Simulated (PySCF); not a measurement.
**CH12BPSi3: geometry relaxation (part 1 of 3)**

- system: CH12BPSi3, SMILES C[Si]([SiH3])(P)B[SiH3]
- method: PBE0-D3(BJ)/def2-SVP geometry optimisation, gas phase (PySCF 2.14.0)

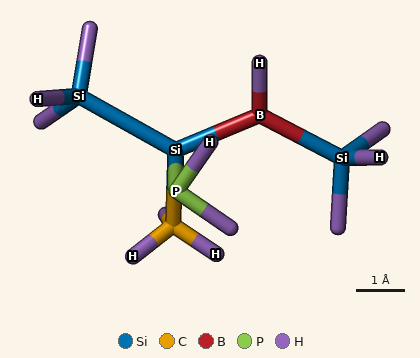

Figure 1. The structure as given in the input (stick view, seen at a tilt).

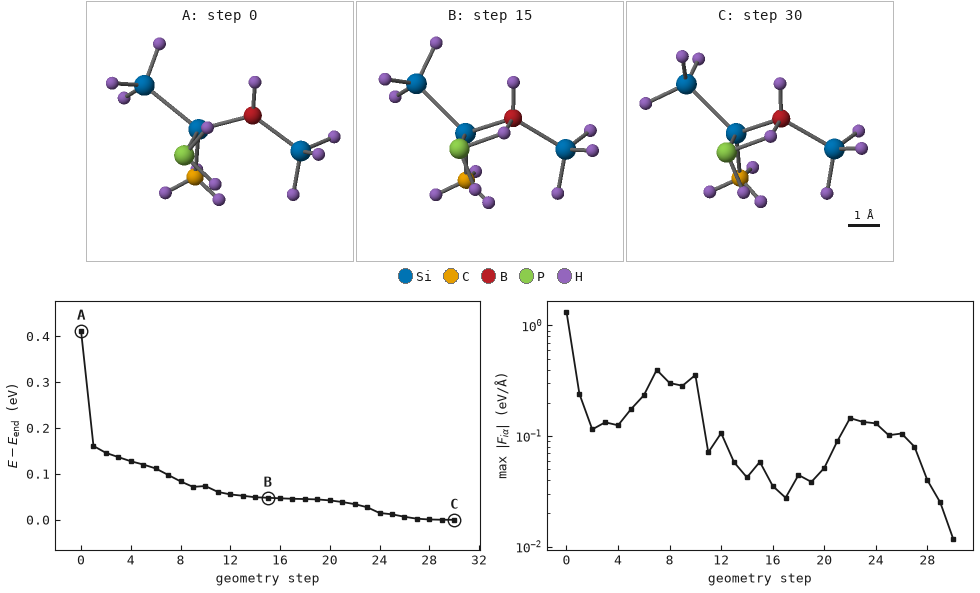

Figure 2. Frames of the relaxation (ball-and-stick view, seen at a tilt) above the curves, on which the letters mark them (steps are counted from 0).

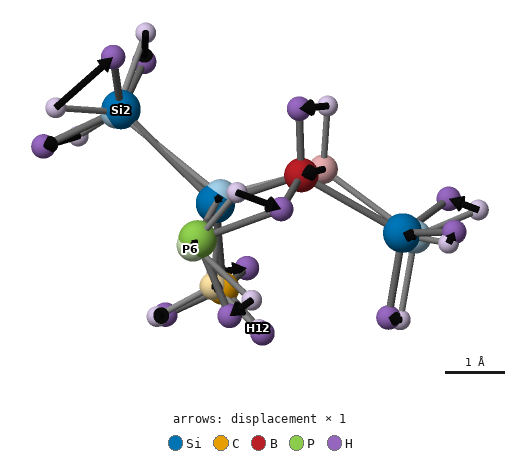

Figure 3. Start (faint) and end (solid) with the displacements as black arrows, at true length (ball-and-stick view, seen at a tilt). The two geometries are laid on each other by the best rigid fit. The largest move after the best rigid fit is that of H9, 1.32 Å. Largest moves by element: H 1.32 Å, B 0.62 Å, Si 0.26 Å, C 0.21 Å, P 0.12 Å. Among the contacts that change: B4–H17 2.626 → 1.445 Å, P6–H17 1.380 → 1.558 Å, Si1–P6 2.353 → 2.281 Å, B4–Si5 1.952 → 2.009 Å. Among the angles that change: B4–Si1–P6 85.4° → 64.8°, C3–Si1–P6 102.2° → 113.6°, Si1–B4–Si5 127.4° → 117.1°. After 30 geometry steps the energy has fallen by 0.412 eV. Largest force component: 1.3 eV/Å at the start, 0.012 eV/Å at the end. (Atoms are counted from 1 in the order of the input.)

These pictures come from the run below.

### The input
```
{"job": {"xc": "PBE0", "basis": "def2-SVP", "d3": "d3bj", "grid": 2, "kind": "geom", "shake": 0.01}, "charge": 0, "multiplicity": 1}
Si    -0.022978    -0.608195     0.297904
Si    -0.829478    -2.572041     1.267164
C      1.843170    -0.518145     0.510694
B     -0.816699     0.439514    -1.155013
Si     0.012885     1.895676    -2.155576
P     -0.765850     1.127991     1.701036
H     -1.711522    -3.268866     0.342372
H      0.281921    -3.499556     1.554524
H     -1.574522    -2.370646     2.533984
H      2.343856    -1.352329     0.028836
H      2.128875    -0.561725     1.579503
H      2.285577     0.401633     0.115792
H     -2.028042     0.267561    -1.346964
H     -0.774651     3.159209    -2.170700
H      0.233041     1.536061    -3.556777
H      1.338978     2.325031    -1.632116
H     -1.910042     1.458967     1.004354
H     -0.053291     2.145502     1.106898
```

The first line tells a small driver script what to run in PySCF; the rest is the geometry in Å.

Launched with:
```bash
OMP_NUM_THREADS=1 python <driver script> task.json out
```

### Log
```
step   0  E = -1278.96875434  max force = 0.025835
step   1  E = -1278.97797845  max force = 0.004689
step   2  E = -1278.97853115  max force = 0.002235
step   3  E = -1278.97887115  max force = 0.002593
step   4  E = -1278.97920159  max force = 0.002434
step   5  E = -1278.97946315  max force = 0.003401
step   6  E = -1278.97977753  max force = 0.004546
step   7  E = -1278.98029598  max force = 0.007716
step   8  E = -1278.98081309  max force = 0.005871
step   9  E = -1278.98125305  max force = 0.005546
step  10  E = -1278.98118769  max force = 0.006940
step  11  E = -1278.98165697  max force = 0.001384
step  12  E = -1278.98185940  max force = 0.002069
step  13  E = -1278.98196385  max force = 0.001128
step  14  E = -1278.98208557  max force = 0.000822
step  15  E = -1278.98212531  max force = 0.001138
step  16  E = -1278.98216993  max force = 0.000688
step  17  E = -1278.98220682  max force = 0.000539
step  18  E = -1278.98222852  max force = 0.000865
step  19  E = -1278.98225846  max force = 0.000749
step  20  E = -1278.98233632  max force = 0.001001
step  21  E = -1278.98246646  max force = 0.001739
step  22  E = -1278.98263491  max force = 0.002827
step  23  E = -1278.98288190  max force = 0.002612
step  24  E = -1278.98334368  max force = 0.002537
step  25  E = -1278.98344960  max force = 0.001980
step  26  E = -1278.98364692  max force = 0.002052
step  27  E = -1278.98380151  max force = 0.001558
step  28  E = -1278.98386449  max force = 0.000776
step  29  E = -1278.98388490  max force = 0.000487
step  30  E = -1278.98389278  max force = 0.000230
optimisation converged
```

### Trajectory as extended XYZ (Å, eV, eV/Å), 31 frames, from step=0 to step=30
```
18
Properties=species:S:1:pos:R:3:forces:R:3 step=0 energy=-34802.51248
Si   -0.0230   -0.6082    0.2979    0.3643   0.6652   0.2068
Si   -0.8295   -2.5720    1.2672    0.0098   0.1320   0.1106
C     1.8432   -0.5181    0.5107    0.2102   0.1298   0.6817
B    -0.8167    0.4395   -1.1550   -1.3285  -0.8386   0.4954
Si    0.0129    1.8957   -2.1556    0.5379   0.9173   0.2610
P    -0.7659    1.1280    1.7010    0.2843  -1.2497   0.5283
H    -1.7115   -3.2689    0.3424   -0.5282  -0.3532  -0.5121
H     0.2819   -3.4996    1.5545    0.4074  -0.1434   0.0705
H    -1.5745   -2.3706    2.5340   -0.0874   0.1980   0.1782
H     2.3439   -1.3523    0.0288    0.1853  -0.4555  -0.3121
H     2.1289   -0.5617    1.5795   -0.1471  -0.0625  -0.1198
H     2.2856    0.4016    0.1158   -0.1085   0.2385  -0.2071
H    -2.0280    0.2676   -1.3470    0.5319   0.0274   0.0917
H    -0.7746    3.1592   -2.1707   -0.2839   0.0796   0.0179
H     0.2330    1.5361   -3.5568    0.0227  -0.3227  -0.6677
H     1.3390    2.3250   -1.6321    0.2615  -0.0530   0.1115
H    -1.9100    1.4590    1.0044   -1.1280   0.2132  -0.4670
H    -0.0533    2.1455    1.1069    0.7964   0.8774  -0.4678
18
Properties=species:S:1:pos:R:3:forces:R:3 step=1 energy=-34802.76348
Si    0.0417   -0.5943    0.3105    0.0509  -0.0794   0.0478
Si   -0.8489   -2.5733    1.2111    0.0152   0.0351   0.0440
C     1.9112   -0.5366    0.5494    0.0978   0.0683  -0.0496
B    -0.8709    0.4092   -1.0842    0.1896   0.1442   0.2102
Si    0.0038    1.9158   -2.0734    0.0056   0.0501  -0.0066
P    -0.7749    1.1693    1.5898   -0.0362   0.1340  -0.2411
H    -1.7599   -3.2679    0.2575   -0.0558   0.0003  -0.0705
H     0.2882   -3.4971    1.5164    0.0023  -0.0186   0.0446
H    -1.6047   -2.2951    2.4718    0.0109  -0.0143   0.0114
H     2.3967   -1.3879    0.0467   -0.0585   0.0022  -0.0429
H     2.1813   -0.5905    1.6137   -0.0484  -0.0160   0.0638
H     2.3350    0.3913    0.1355   -0.0309   0.0039  -0.0271
H    -2.0432    0.2126   -1.2491   -0.2282  -0.1186  -0.0453
H    -0.8288    3.1626   -2.0684    0.0132   0.0106  -0.0276
H     0.1852    1.4939   -3.5008    0.0113   0.0198  -0.0473
H     1.3563    2.2911   -1.5431    0.0016  -0.0275   0.0053
H    -1.9759    1.4881    0.8704    0.0759  -0.0989   0.0353
H    -0.0109    2.2143    0.9722   -0.0163  -0.0953   0.0955
18
Properties=species:S:1:pos:R:3:forces:R:3 step=2 energy=-34802.77852
Si    0.0571   -0.6042    0.3186    0.0540  -0.0814  -0.0112
Si   -0.8617   -2.5722    1.2191    0.0252  -0.0076   0.0048
C     1.9256   -0.5172    0.5381    0.0641  -0.0017   0.0234
B    -0.8653    0.4073   -1.0620   -0.0811   0.1149   0.1051
Si    0.0048    1.9172   -2.0614   -0.0171  -0.0174  -0.0173
P    -0.7769    1.1559    1.5747   -0.0358   0.0537  -0.0953
H    -1.7811   -3.2453    0.2515   -0.0006   0.0251  -0.0144
H     0.2554   -3.5173    1.5386   -0.0163  -0.0085   0.0213
H    -1.6215   -2.2849    2.4754    0.0054   0.0003   0.0010
H     2.4092   -1.3624    0.0239   -0.0135   0.0047  -0.0147
H     2.2012   -0.5705    1.6026   -0.0093  -0.0138  -0.0121
H     2.3275    0.4173    0.1172   -0.0311  -0.0059  -0.0060
H    -2.0459    0.1911   -1.2278    0.0347  -0.0523  -0.0169
H    -0.8197    3.1696   -2.0595    0.0099   0.0045  -0.0101
H     0.1858    1.5003   -3.4925    0.0021   0.0153  -0.0025
H     1.3602    2.2830   -1.5323    0.0051  -0.0120   0.0085
H    -1.9661    1.4395    0.8302   -0.0011  -0.0083  -0.0053
H    -0.0074    2.1984    0.9718    0.0053  -0.0097   0.0416
18
Properties=species:S:1:pos:R:3:forces:R:3 step=3 energy=-34802.78777
Si    0.0749   -0.6147    0.3237    0.0705  -0.0698  -0.0609
Si   -0.8662   -2.5703    1.2268    0.0132  -0.0172  -0.0031
C     1.9439   -0.5106    0.5289   -0.0125  -0.0278   0.0365
B    -0.8657    0.4075   -1.0362   -0.1333   0.0777   0.0589
Si   -0.0029    1.9196   -2.0432   -0.0125  -0.0558  -0.0183
P    -0.7896    1.1514    1.5457   -0.0379  -0.0063   0.0176
H    -1.7913   -3.2165    0.2441    0.0194   0.0153   0.0144
H     0.2246   -3.5400    1.5643   -0.0146   0.0016  -0.0036
H    -1.6323   -2.2689    2.4758   -0.0037   0.0076  -0.0026
H     2.4243   -1.3490    0.0012    0.0089   0.0044  -0.0007
H     2.2280   -0.5676    1.5910    0.0192  -0.0057  -0.0302
H     2.3247    0.4301    0.1037   -0.0014   0.0038   0.0082
H    -2.0429    0.1627   -1.2065    0.0894  -0.0177  -0.0078
H    -0.8185    3.1775   -2.0442    0.0032   0.0036   0.0070
H     0.1808    1.5099   -3.4769   -0.0026   0.0057   0.0154
H     1.3544    2.2752   -1.5111    0.0035   0.0041   0.0059
H    -1.9588    1.4133    0.7654   -0.0300   0.0430  -0.0378
H    -0.0060    2.1962    0.9737    0.0212   0.0336   0.0010
18
Properties=species:S:1:pos:R:3:forces:R:3 step=4 energy=-34802.79677
Si    0.0987   -0.6283    0.3255    0.0682  -0.0533  -0.0703
Si   -0.8684   -2.5679    1.2333   -0.0042  -0.0049   0.0086
C     1.9679   -0.5082    0.5201   -0.0822  -0.0163   0.0217
B    -0.8728    0.4072   -1.0000   -0.1252   0.0471   0.0220
Si   -0.0193    1.9190   -2.0144    0.0010  -0.0666  -0.0318
P    -0.8141    1.1511    1.4982   -0.0355  -0.0468   0.1096
H    -1.7966   -3.1842    0.2344    0.0224  -0.0066   0.0273
H     0.1891   -3.5653    1.5930    0.0004   0.0052  -0.0228
H    -1.6441   -2.2452    2.4712   -0.0088   0.0092  -0.0076
H     2.4453   -1.3363   -0.0259    0.0216   0.0005   0.0059
H     2.2648   -0.5744    1.5775    0.0304   0.0012  -0.0246
H     2.3280    0.4407    0.0959    0.0266   0.0078   0.0193
H    -2.0393    0.1206   -1.1786    0.0864   0.0092  -0.0065
H    -0.8251    3.1834   -2.0143   -0.0036   0.0027   0.0207
H     0.1665    1.5193   -3.4504   -0.0027  -0.0021   0.0176
H     1.3396    2.2652   -1.4779   -0.0013   0.0153   0.0007
H    -1.9408    1.4098    0.6546   -0.0288   0.0616  -0.0670
H     0.0017    2.1992    0.9839    0.0354   0.0368  -0.0228
18
Properties=species:S:1:pos:R:3:forces:R:3 step=5 energy=-34802.80388
Si    0.1178   -0.6381    0.3261    0.0238  -0.0183  -0.0392
Si   -0.8683   -2.5673    1.2336   -0.0121   0.0121   0.0186
C     1.9854   -0.5100    0.5242   -0.0897   0.0130  -0.0142
B    -0.8819    0.4136   -0.9647   -0.0635   0.0308  -0.0011
Si   -0.0428    1.9173   -1.9984    0.0281  -0.0447  -0.0367
P    -0.8409    1.1512    1.4583   -0.0233  -0.0665   0.1749
H    -1.7935   -3.1655    0.2223    0.0118  -0.0243   0.0226
H     0.1657   -3.5825    1.6086    0.0145   0.0058  -0.0265
H    -1.6552   -2.2294    2.4604   -0.0079   0.0058  -0.0089
H     2.4627   -1.3261   -0.0397    0.0233  -0.0011   0.0068
H     2.2902   -0.5930    1.5774    0.0195   0.0018  -0.0055
H     2.3374    0.4474    0.1127    0.0351   0.0072   0.0190
H    -2.0339    0.0866   -1.1529    0.0285   0.0163  -0.0080
H    -0.8440    3.1851   -1.9954   -0.0094  -0.0018   0.0222
H     0.1379    1.5195   -3.4348   -0.0026  -0.0079   0.0129
H     1.3184    2.2651   -1.4667   -0.0033   0.0159  -0.0042
H    -1.8999    1.4374    0.5330   -0.0146   0.0462  -0.0935
H     0.0261    2.1943    1.0223    0.0420   0.0097  -0.0391
18
Properties=species:S:1:pos:R:3:forces:R:3 step=6 energy=-34802.81244
Si    0.1237   -0.6403    0.3255   -0.0543   0.0157   0.0469
Si   -0.8638   -2.5698    1.2289   -0.0085   0.0263   0.0196
C     1.9885   -0.5047    0.5320   -0.0408   0.0437  -0.0710
B    -0.9066    0.4323   -0.9264    0.0400   0.0408  -0.0142
Si   -0.0627    1.9078   -1.9901    0.0433   0.0140  -0.0420
P    -0.8793    1.1496    1.4302    0.0160  -0.0818   0.2338
H    -1.7821   -3.1659    0.2122   -0.0076  -0.0344   0.0048
H     0.1644   -3.5887    1.6075    0.0247   0.0048  -0.0157
H    -1.6596   -2.2277    2.4485   -0.0032  -0.0024  -0.0054
H     2.4709   -1.3028   -0.0536    0.0167   0.0002   0.0044
H     2.2994   -0.6141    1.5802   -0.0086  -0.0027   0.0229
H     2.3386    0.4644    0.1462    0.0243   0.0011   0.0111
H    -2.0428    0.0716   -1.1271   -0.0504   0.0081  -0.0105
H    -0.8493    3.1855   -1.9878   -0.0092  -0.0038   0.0089
H     0.1054    1.4983   -3.4233    0.0002  -0.0131   0.0008
H     1.3040    2.2513   -1.4679   -0.0076   0.0063  -0.0076
H    -1.8290    1.4903    0.3977   -0.0021   0.0067  -0.1312
H     0.0614    2.1686    1.0935    0.0271  -0.0294  -0.0554
18
Properties=species:S:1:pos:R:3:forces:R:3 step=7 energy=-34802.82655
Si    0.1091   -0.6279    0.3270   -0.1800   0.0770   0.2369
Si   -0.8499   -2.5774    1.2139   -0.0073   0.0438  -0.0058
C     1.9694   -0.4822    0.5480    0.0891   0.0723  -0.1633
B    -0.9647    0.4888   -0.8622    0.2518   0.0978  -0.0263
Si   -0.0842    1.8837   -1.9955    0.0570   0.1182  -0.0594
P    -0.9576    1.1426    1.4122    0.1718  -0.1793   0.3968
H    -1.7527   -3.1925    0.1981   -0.0423  -0.0403  -0.0309
H     0.1980   -3.5800    1.5791    0.0350   0.0082   0.0144
H    -1.6557   -2.2518    2.4311    0.0079  -0.0200   0.0052
H     2.4665   -1.2421   -0.0762   -0.0018   0.0066  -0.0032
H     2.2863   -0.6465    1.5864   -0.0611  -0.0163   0.0694
H     2.3220    0.5080    0.2212   -0.0131  -0.0095  -0.0101
H    -2.0779    0.0901   -1.0842   -0.1863  -0.0272  -0.0136
H    -0.8283    3.1877   -2.0162   -0.0039  -0.0093  -0.0262
H     0.0563    1.4234   -3.4134    0.0048  -0.0211  -0.0242
H     1.2955    2.2092   -1.4949   -0.0128  -0.0144  -0.0042
H    -1.6585    1.5857    0.2042   -0.0683  -0.0142  -0.2639
H     0.1076    2.0869    1.2476   -0.0404  -0.0724  -0.0917
```
